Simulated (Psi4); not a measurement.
# SiF$_{2}$: geometry relaxation (part 3 of 3)

Continued. System: SiF$_{2}$. Method: MP2/aug-cc-pVDZ, RHF (Psi4 1.11). The geometry comes from this level: GFN2-xTB.

Geometry of the input (Å):
```
Si 0.0042  -0.0077  -0.7448
F  1.1659  -0.0173  0.3806
F  -1.1702  0.0250  0.3642
```

### The program's output, continued
```
 ------------------------------------------------------------------------------------

 L = 1.  Multiply by 2.5417464519 to convert [e a0] to [Debye]
 Dipole X            :          0.0018948           -0.0056863           -0.0037915
 Dipole Y            :          0.1926377           -0.8639769           -0.6713392
 Dipole Z            :          0.0000000            0.0000000            0.0000000
 Magnitude           :                                                    0.6713499

 ------------------------------------------------------------------------------------

	total time  =          0 seconds =       0.00 minutes

  //>>>>>>>>>>>>>>>>>>>>>>>>>>>>>>>>>>>//
  //               DFMP2               //
  //<<<<<<<<<<<<<<<<<<<<<<<<<<<<<<<<<<<//

  ==> Geometry <==

    Molecular point group: cs
    Full point group: Cs

    Geometry (in Bohr), charge = 0, multiplicity = 1:

       Center              X                  Y                   Z               Mass
    ------------   -----------------  -----------------  -----------------  -----------------
         SI          -0.007615657884    -1.157125684571     0.000000000000    27.976926534650
         F           -2.390752235019     0.868282682925     0.000000000000    18.998403162730
         F            2.401967003929     0.835693171852     0.000000000000    18.998403162730

  Nuclear repulsion =   97.482949042708753
  Reference energy  = -487.924643198208628

  => Iterations <=

             Iter  Converged  Remaining    Residual
  CGR           1          0          1   1.366E-01
  CGR           2          0          1   2.785E-02
  CGR           3          0          1   6.357E-03
  CGR           4          0          1   1.636E-03
  CGR           5          0          1   1.725E-04
  CGR           6          0          1   3.939E-05
  CGR           7          0          1   1.500E-05
  CGR           8          0          1   3.398E-06
  CGR           9          1          0   8.568E-07

    CGRSolver converged.

   => Auxiliary Basis Set <=

  Basis Set: (AUG-CC-PVDZ AUX)
    Blend: AUG-CC-PVDZ-JKFIT
    Number of shells: 96
    Number of basis functions: 300
    Number of Cartesian functions: 352
    Spherical Harmonics?: true
    Max angular momentum: 3

	-----------------------------------------------------------
	 ==================> DF-MP2 Energies <====================
	-----------------------------------------------------------
	 Reference Energy          =    -487.9246431982086278 [Eh]
	 Singles Energy            =      -0.0000000000000000 [Eh]
	 Same-Spin Energy          =      -0.1337925689772272 [Eh]
	 Opposite-Spin Energy      =      -0.3634008461421638 [Eh]
	 Correlation Energy        =      -0.4971934151193911 [Eh]
	 Total Energy              =    -488.4218366133280256 [Eh]
	-----------------------------------------------------------
	 ================> DF-SCS-MP2 Energies <==================
	-----------------------------------------------------------
	 SCS Same-Spin Scale       =       0.3333333333333333 [-]
	 SCS Opposite-Spin Scale   =       1.2000000000000000 [-]
	 SCS Same-Spin Energy      =      -0.0445975229924091 [Eh]
	 SCS Opposite-Spin Energy  =      -0.4360810153705966 [Eh]
	 SCS Correlation Energy    =      -0.4806785383630057 [Eh]
	 SCS Total Energy          =    -488.4053217365716364 [Eh]
	-----------------------------------------------------------

  -Total Gradient:
     Atom            X                  Y                   Z
    ------   -----------------  -----------------  -----------------
       1        0.000159877863     0.003196799180     0.000000000000
       2        0.000905774337    -0.001546901190     0.000000000000
       3       -0.001065652200    -0.001649897992     0.000000000000

	total time  =          1 seconds =       0.02 minutes

    			-----------------------------------------

    			 OPTKING 3.0: for geometry optimizations

    			        with contributions from

    			-----------------------------------------

	                            ===> Fragment 1 <==

	 Z (Atomic Numbers)          Masses                          Geom
	      14.000000            27.976927         -0.00761566 -1.15712568  0.00000000
	       9.000000            18.998403         -2.39075224  0.86828268  0.00000000
	       9.000000            18.998403          2.40196700  0.83569317  0.00000000

	 - Coordinate -           - BOHR/RAD -       - ANG/DEG -
	 R(1,2)           =         3.127558           1.655032
	 R(1,3)           =         3.126886           1.654677
	 B(2,1,3)         =         1.746149         100.046985

	        --- Internal Coordinate Step in ANG or DEG, aJ/ANG or AJ/DEG ---
	-------------------------------------------------------------------------------
	           Coordinate      Previous         Force          Change          New
	           ----------      --------        ------          ------        ------
	               R(1,2)       1.65503        0.01394        0.00323       1.65826
	               R(1,3)       1.65468        0.01543        0.00351       1.65819
	             B(2,1,3)     100.04699       -0.00014       -0.46987      99.57712
	-------------------------------------------------------------------------------

	                                 ==> Convergence Check <==

	Measures of convergence in internal coordinates in au.

	Criteria marked as inactive (o), active & met (*), and active & unmet ( ).

	----------------------------------------------------------------------------------------------
	   Step    Total Energy     Delta E     Max Force     RMS Force      Max Disp      RMS Disp
	----------------------------------------------------------------------------------------------
	  Convergence Criteria     1.00e-06 *    3.00e-04 *             o    1.20e-03 *             o
	----------------------------------------------------------------------------------------------
	     3    -488.42183661   -1.66e-04      1.87e-03      1.81e-03 o    8.20e-03      7.03e-03 o  ~
	----------------------------------------------------------------------------------------------

Next Geometry in Ang
	Fragment 1 (Ang)

	   Si  -0.0041642251  -0.6172343481   0.0000000000
	    F  -1.2632675064   0.4618753845   0.0000000000
	    F   1.2693362991   0.4447396113   0.0000000000

    Structure for next step:
    Molecular point group: cs
    Full point group: Cs

    Geometry (in Bohr), charge = 0, multiplicity = 1:

    SI          -0.007834733682    -1.165141182233     0.000000000000
    F           -2.387195099057     0.874080671687     0.000000000000
    F            2.398732477581     0.841698753489     0.000000000000

gradient() will perform analytic gradient computation.
    SCF Algorithm Type (re)set to DF.

  ==> Geometry <==

    Molecular point group: cs
    Full point group: Cs

    Geometry (in Bohr), charge = 0, multiplicity = 1:

       Center              X                  Y                   Z               Mass
    ------------   -----------------  -----------------  -----------------  -----------------
         SI          -0.007834733682    -1.165141182233     0.000000000000    27.976926534650
         F           -2.387195099057     0.874080671687     0.000000000000    18.998403162730
         F            2.398732477581     0.841698753489     0.000000000000    18.998403162730

  Running in cs symmetry.

  Rotational constants: A =      0.91284  B =      0.27667  C =      0.21232 [cm^-1]
  Rotational constants: A =  27366.18307  B =   8294.22292  C =   6365.07680 [MHz]
  Nuclear repulsion =   97.343214370318748

  Charge       = 0
  Multiplicity = 1
  Electrons    = 32
  Nalpha       = 16
  Nbeta        = 16

   => Auxiliary Basis Set <=

  Basis Set: (AUG-CC-PVDZ AUX)
    Blend: AUG-CC-PVDZ-JKFIT
    Number of shells: 96
    Number of basis functions: 300
    Number of Cartesian functions: 352
    Spherical Harmonics?: true
    Max angular momentum: 3

  Minimum eigenvalue in the overlap matrix is 1.5689499133E-03.
  Reciprocal condition number of the overlap matrix is 3.2275378248E-04.
    Using symmetric orthogonalization.

  ==> Iterations <==

                           Total Energy        Delta E     RMS |[F,P]|

   @DF-RHF iter   0:  -487.92242094942753   -4.87922e+02   3.07704e-04
   @DF-RHF iter   1:  -487.92444166326055   -2.02071e-03   1.98642e-05 DIIS
   @DF-RHF iter   2:  -487.92444273038529   -1.06712e-06   8.90425e-06 DIIS
   @DF-RHF iter   3:  -487.92444287457425   -1.44189e-07   4.51576e-06 DIIS
   @DF-RHF iter   4:  -487.92444291232982   -3.77556e-08   7.60502e-07 DIIS
   @DF-RHF iter   5:  -487.92444291464358   -2.31375e-09   1.55001e-07 DIIS
   @DF-RHF iter   6:  -487.92444291473163   -8.80505e-11   2.83545e-08 DIIS
   @DF-RHF iter   7:  -487.92444291473498   -3.35376e-12   8.62038e-09 DIIS
   @DF-RHF iter   8:  -487.92444291473521   -2.27374e-13   3.69210e-09 DIIS
   @DF-RHF iter   9:  -487.92444291473510    1.13687e-13   8.28167e-10 DIIS
   @DF-RHF iter  10:  -487.92444291473475    3.41061e-13   1.46773e-10 DIIS
   @DF-RHF iter  11:  -487.92444291473487   -1.13687e-13   2.35562e-11 DIIS
  Energy and wave function converged.

  ==> Post-Iterations <==

    Orbital Energies [Eh]
    ---------------------

    Doubly Occupied:

       1Ap   -68.910666     2Ap   -26.311284     3Ap   -26.311263
       4Ap    -6.241125     5Ap    -4.343404     1App   -4.343319
       6Ap    -4.341441     7Ap    -1.602496     8Ap    -1.582792
       9Ap    -0.784949    10Ap    -0.708026    11Ap    -0.684371
       2App   -0.672601     3App   -0.646160    12Ap    -0.635360
      13Ap    -0.420502

    Virtual:

       4App    0.011137    14Ap     0.051106    15Ap     0.056864
      16Ap     0.073677     5App    0.087594    17Ap     0.157788
      18Ap     0.177482    19Ap     0.210387    20Ap     0.233532
       6App    0.254280     7App    0.254355    21Ap     0.279311
       8App    0.318115    22Ap     0.325975     9App    0.327857
      23Ap     0.344529    24Ap     0.383362    25Ap     0.388315
      26Ap     0.433956    10App    0.544765    27Ap     0.562409
      28Ap     0.589530    29Ap     0.646403    11App    0.697198
      12App    0.704208    30Ap     0.733488    31Ap     0.773999
      32Ap     0.892477    33Ap     0.998403    13App    1.311509
      34Ap     1.318886    35Ap     1.371238    14App    1.391250
      15App    1.526125    36Ap     1.541102    16App    1.558706
      37Ap     1.578646    38Ap     1.594546    39Ap     1.650090
      17App    1.736212    40Ap     1.783582    18App    1.787633
      41Ap     1.872273    42Ap     2.158330    43Ap     2.205576
      44Ap     2.908306    45Ap     2.975235    46Ap     4.820993
      19App    4.835823    47Ap     4.874806    20App    4.895219
      21App    4.959048    22App    4.969633    48Ap     4.986683
      49Ap     5.054369    50Ap     5.089525    51Ap     5.091059

    Final Occupation by Irrep:
             Ap   App
    DOCC [    13,    3 ]
    NA   [    13,    3 ]
    NB   [    13,    3 ]

  @DF-RHF Final Energy:  -487.92444291473487

   => Energetics <=

    Nuclear Repulsion Energy =             97.3432143703187478
    One-Electron Energy =                -873.4557946337214389
    Two-Electron Energy =                 288.1881373486678513
    Total Energy =                       -487.9244429147348683

Computation Completed

Properties will be evaluated at   0.000000,   0.000000,   0.000000 [a0]

Properties computed using the SCF density matrix

 Multipole Moments:

 ------------------------------------------------------------------------------------
     Multipole            Electronic (a.u.)      Nuclear  (a.u.)        Total (a.u.)
 ------------------------------------------------------------------------------------

 L = 1.  Multiply by 2.5417464519 to convert [e a0] to [Debye]
 Dipole X            :          0.0013069           -0.0058499           -0.0045429
 Dipole Y            :          0.1765323           -0.8699617           -0.6934295
 Dipole Z            :          0.0000000            0.0000000            0.0000000
 Magnitude           :                                                    0.6934444

 ------------------------------------------------------------------------------------

	total time  =          1 seconds =       0.02 minutes

  //>>>>>>>>>>>>>>>>>>>>>>>>>>>>>>>>>>>//
  //               DFMP2               //
  //<<<<<<<<<<<<<<<<<<<<<<<<<<<<<<<<<<<//

  ==> Geometry <==

    Molecular point group: cs
    Full point group: Cs

    Geometry (in Bohr), charge = 0, multiplicity = 1:

       Center              X                  Y                   Z               Mass
    ------------   -----------------  -----------------  -----------------  -----------------
         SI          -0.007834733682    -1.165141182233     0.000000000000    27.976926534650
         F           -2.387195099057     0.874080671687     0.000000000000    18.998403162730
         F            2.398732477581     0.841698753489     0.000000000000    18.998403162730

  Nuclear repulsion =   97.343214370318748
  Reference energy  = -487.924442914734868

  => Iterations <=

             Iter  Converged  Remaining    Residual
  CGR           1          0          1   1.367E-01
  CGR           2          0          1   2.794E-02
  CGR           3          0          1   6.395E-03
  CGR           4          0          1   1.647E-03
  CGR           5          0          1   1.719E-04
  CGR           6          0          1   2.975E-05
  CGR           7          0          1   8.941E-06
  CGR           8          0          1   3.135E-06
  CGR           9          1          0   8.682E-07

    CGRSolver converged.

   => Auxiliary Basis Set <=

  Basis Set: (AUG-CC-PVDZ AUX)
    Blend: AUG-CC-PVDZ-JKFIT
    Number of shells: 96
    Number of basis functions: 300
    Number of Cartesian functions: 352
    Spherical Harmonics?: true
    Max angular momentum: 3

	-----------------------------------------------------------
	 ==================> DF-MP2 Energies <====================
	-----------------------------------------------------------
	 Reference Energy          =    -487.9244429147348683 [Eh]
	 Singles Energy            =      -0.0000000000000000 [Eh]
	 Same-Spin Energy          =      -0.1338458417218984 [Eh]
	 Opposite-Spin Energy      =      -0.3635669590023139 [Eh]
	 Correlation Energy        =      -0.4974128007242122 [Eh]
	 Total Energy              =    -488.4218557154590599 [Eh]
	-----------------------------------------------------------
	 ================> DF-SCS-MP2 Energies <==================
	-----------------------------------------------------------
	 SCS Same-Spin Scale       =       0.3333333333333333 [-]
	 SCS Opposite-Spin Scale   =       1.2000000000000000 [-]
	 SCS Same-Spin Energy      =      -0.0446152805739661 [Eh]
	 SCS Opposite-Spin Energy  =      -0.4362803508027767 [Eh]
	 SCS Correlation Energy    =      -0.4808956313767428 [Eh]
	 SCS Total Energy          =    -488.4053385461116363 [Eh]
	-----------------------------------------------------------

  -Total Gradient:
     Atom            X                  Y                   Z
    ------   -----------------  -----------------  -----------------
       1        0.000026038250     0.000002427562     0.000000000000
       2       -0.000054269802     0.000010064644     0.000000000000
       3        0.000028231552    -0.000012492210     0.000000000000

	total time  =          1 seconds =       0.02 minutes

    			-----------------------------------------

    			 OPTKING 3.0: for geometry optimizations

    			        with contributions from

    			-----------------------------------------

	                            ===> Fragment 1 <==

	 Z (Atomic Numbers)          Masses                          Geom
	      14.000000            27.976927         -0.00783473 -1.16514118  0.00000000
	       9.000000            18.998403         -2.38719510  0.87408067  0.00000000
	       9.000000            18.998403          2.39873248  0.84169875  0.00000000

	 - Coordinate -           - BOHR/RAD -       - ANG/DEG -
	 R(1,2)           =         3.133653           1.658258
	 R(1,3)           =         3.133524           1.658189
	 B(2,1,3)         =         1.737949          99.577120

	        --- Internal Coordinate Step in ANG or DEG, aJ/ANG or AJ/DEG ---
	-------------------------------------------------------------------------------
	           Coordinate      Previous         Force          Change          New
	           ----------      --------        ------          ------        ------
	               R(1,2)       1.65826       -0.00039       -0.00005       1.65820
	               R(1,3)       1.65819       -0.00011       -0.00002       1.65817
	             B(2,1,3)      99.57712       -0.00001       -0.01730      99.55982
	-------------------------------------------------------------------------------

	                                 ==> Convergence Check <==

	Measures of convergence in internal coordinates in au.

	Criteria marked as inactive (o), active & met (*), and active & unmet ( ).

	----------------------------------------------------------------------------------------------
	   Step    Total Energy     Delta E     Max Force     RMS Force      Max Disp      RMS Disp
	----------------------------------------------------------------------------------------------
	  Convergence Criteria     1.00e-06 *    3.00e-04 *             o    1.20e-03 *             o
	----------------------------------------------------------------------------------------------
	     4    -488.42185572   -1.91e-05      8.67e-05 *    5.77e-05 o    3.02e-04 *    1.85e-04 o  ~
	----------------------------------------------------------------------------------------------

Next Geometry in Ang
	Fragment 1 (Ang)

	   Si  -0.0041600037  -0.6166786368   0.0000000000
	    F  -1.2630542756   0.4625929225   0.0000000000
	    F   1.2691736345   0.4454709238   0.0000000000

    Final optimized geometry and variables:
    Molecular point group: cs
    Full point group: Cs

    Geometry (in Bohr), charge = 0, multiplicity = 1:

    SI          -0.007834733682    -1.165141182233     0.000000000000
    F           -2.387195099057     0.874080671687     0.000000000000
    F            2.398732477581     0.841698753489     0.000000000000

    Psi4 run time: 0:00:06.33

[set-up sections that repeat, and orbital energies of the middle runs, are left out above]
```

### Standard output
```
Optimizer: Optimization complete!
```

### Trajectory as extended XYZ (Å, eV, eV/Å), 4 frames, from step=0 to step=3
```
3
Properties=species:S:1:pos:R:3:forces:R:3 step=0 energy=-13290.51865
Si    0.0042   -0.0077   -0.7448    0.0502  -0.0124  -1.1269
F     1.1659   -0.0173    0.3806    1.5024  -0.0217   0.5532
F    -1.1702    0.0250    0.3642   -1.5526   0.0341   0.5737
3
Properties=species:S:1:pos:R:3:forces:R:3 step=1 energy=-13290.63074
Si    0.0043   -0.0073   -0.7045    0.0201  -0.0056  -0.5142
F     1.2698   -0.0195    0.3515    0.1552  -0.0003   0.2513
F    -1.2741    0.0266    0.3340   -0.1753   0.0059   0.2629
3
Properties=species:S:1:pos:R:3:forces:R:3 step=2 energy=-13290.63525
Si    0.0045   -0.0074   -0.7137    0.0082  -0.0018  -0.1644
F     1.2656   -0.0194    0.3581    0.0466   0.0000   0.0795
F    -1.2702    0.0266    0.3408   -0.0548   0.0019   0.0848
3
Properties=species:S:1:pos:R:3:forces:R:3 step=3 energy=-13290.63577
Si    0.0046   -0.0074   -0.7179    0.0013   0.0000  -0.0001
F     1.2637   -0.0193    0.3612   -0.0028   0.0001  -0.0005
F    -1.2685    0.0266    0.3440    0.0014   0.0000   0.0006
```

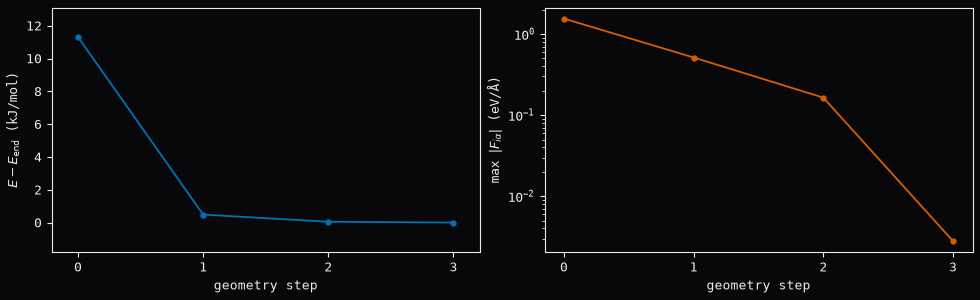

Progress of the relaxation, step by step (steps are counted from 0).

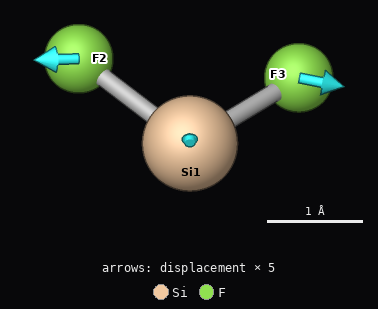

The starting structure with the displacements as teal arrows, magnified 5 times (ball-and-stick view, seen at a tilt). The two geometries are laid on each other by the best rigid fit. Over 3 geometry steps the energy falls by 11.3 kJ/mol. Largest force component: 1.6 eV/Å at the start, 0.0028 eV/Å at the end. F3 moves most after the best rigid fit: 0.100 Å. Largest moves by element: F 0.100 Å, Si 0.031 Å. Distances before and after: Si1–F2 1.617 → 1.658 Å. Among the angles that change: F2–Si1–F3 92.6° → 99.6°. (Atoms are counted from 1 in the order of the input.)

### Summary

```tsv
quantity	value
outcome	converged
total energy	−488.421856 hartree
SCF energy	−487.924443 hartree
MP2 energy	−488.421856 hartree
correlation energy	−0.497413 hartree
HOMO of the SCF reference	27.21 eV
LUMO of the SCF reference	0.00 eV
wall time	7.5 s
peak memory	0.28 GiB
```

The record of the run, not the program, notes: positive occupied level.
